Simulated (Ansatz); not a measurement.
Breaking the Pb1–H2 bond in ClHPb (SMILES [Cl][PbH]) (multiplicity 1 held, fragments rigid). Energies count from the point at 1.863 Å.
Geometry at that point (charge 0, multiplicity 1):
```json
[
 {"atom": "Pb", "x (Å)": "-0.2182", "y (Å)": "-0.2125", "z (Å)": "0.2936"},
 {"atom": "H", "x (Å)": "-1.3777", "y (Å)": "-0.8869", "z (Å)": "-0.9989"},
 {"atom": "Cl", "x (Å)": "1.1333", "y (Å)": "1.0773", "z (Å)": "-1.3574"}
]
```

R- and RO- levels are restricted; in cc, def2 and unpolarised 6-31G sets they are followed outwards from rest. Active spaces are followed from a long bond inwards. Levels need not reach the same state.

Frozen-core correlation. Filled d and f shells under p-block atoms count as core.

The values were computed with Ansatz (Gaussian basis) for Hartree–Fock, density functionals and correlated methods.  In def2 rows elements past Kr take small-core potentials, without spin–orbit coupling.

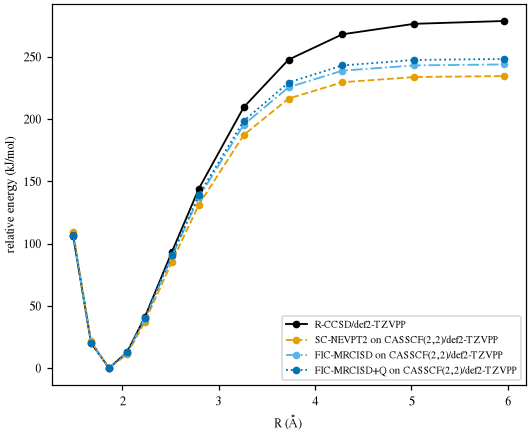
*Relative energy along the coordinate*

Doubts at one or more of the structures used: a restricted determinant that unrestricted orbitals would lower (R-CCSD/def2-TZVPP); T1 above 0.05 (R-CCSD/def2-TZVPP); other coupled-cluster roots lie near (R-CCSD/def2-TZVPP).

Ansatz is a program for electronic structure.
